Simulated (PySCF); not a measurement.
Bond curves of GeBr, doublet (excess alpha electrons: πy +1), def2-TZVPPD (non-relativistic), PySCF: energy from the separated fragments (atoms in their ground configurations, no counterpoise). One reference determinant with the occupation held, the lowest that a PBE0 search over spins and occupations found; no spin-orbit coupling. Splines pass through the computed points, which are marked. References: UKS for r2SCAN, TPSSh and B97-3; UHF for CCSD and CCSD(T).

Methods: CCSD(T), r2SCAN, TPSSh, B97-3 and CCSD.

> Where is the minimum of each curve?

CCSD(T): near 2.33 Å, −3.52 eV; r2SCAN: near 2.32 Å, −3.82 eV; TPSSh: near 2.33 Å, −3.75 eV; B97-3: near 2.34 Å, −3.68 eV; CCSD: near 2.32 Å, −3.38 eV (from the spline).

> What values does the calculation give?

In eV:
| bond length (Å) | CCSD(T) | r2SCAN | TPSSh | B97-3 | CCSD |
| --- | --- | --- | --- | --- | --- |
| 2.10 | −3.07 | −3.39 | −3.29 | −3.18 | −2.93 |
| 2.19 | −3.39 | −3.69 | −3.61 | −3.51 | −3.25 |
| 2.26 | −3.49 | −3.80 | −3.72 | −3.63 | −3.35 |
| 2.33 | −3.52 | −3.82 | −3.75 | −3.67 | −3.38 |
| 2.40 | −3.49 | −3.79 | −3.73 | −3.66 | −3.35 |
| 2.50 | −3.38 | −3.68 | −3.63 | −3.56 | −3.23 |
| 2.61 | −3.17 | −3.47 | −3.44 | −3.37 | −3.02 |
| 2.75 | −2.86 | −3.17 | −3.14 | −3.08 | −2.70 |

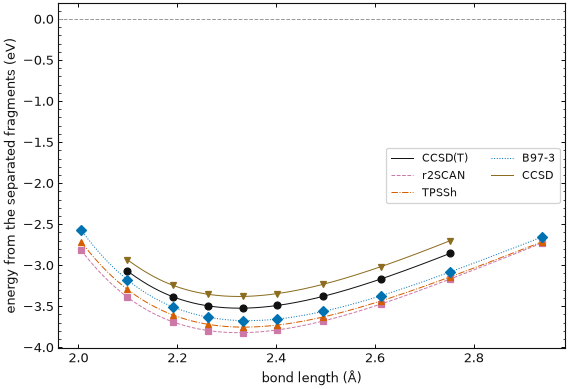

Caveats, for all or some of the runs: lowest determinant of a PBE0 search, another state may lie lower; no scalar relativity; spin-orbit coupling is left out; it can lower the fragments Ge and Br more than the molecule, and De with it.
